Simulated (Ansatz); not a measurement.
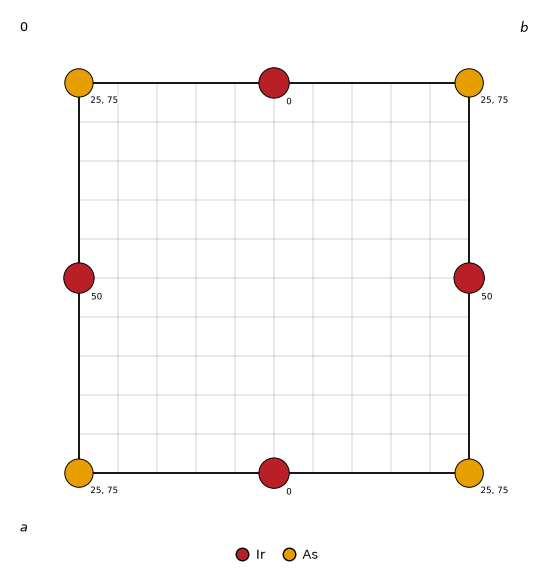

Plan of a unit cell projected along c (a down the page, b across); the numbers are heights in hundredths of c, and atoms on the cell's edges are repeated. The grid marks tenths of a and b. Source: the end point of a relaxation at fixed volume with DFT PBEsol, scalar-relativistic, plane waves, PAW (Ansatz); the starting structure was generated, so it need not be a known form of this composition. All values are computed from the atomic coordinates in the standard setting (tolerance 0.002 Å).

a = 2.889 Å, b = 2.889 Å, c = 7.742 Å, α = 90.00°, β = 90.00°, γ = 90.00°.

> What does the cell contain?

2 Ir, 2 As: AsIr, Z = 2.

> Which space group?

No. 131, P4₂/mmc, primitive tetragonal.

> Give the independent sites, coordinates to two places.

```json
{"atom": "Ir", "site": "2c", "symmetry": "mmm.", "x": "0.00", "y": "0.50", "z": "0.00"}
{"atom": "As", "site": "2e", "symmetry": "-4m2", "x": "0.00", "y": "0.00", "z": "0.25"}
```
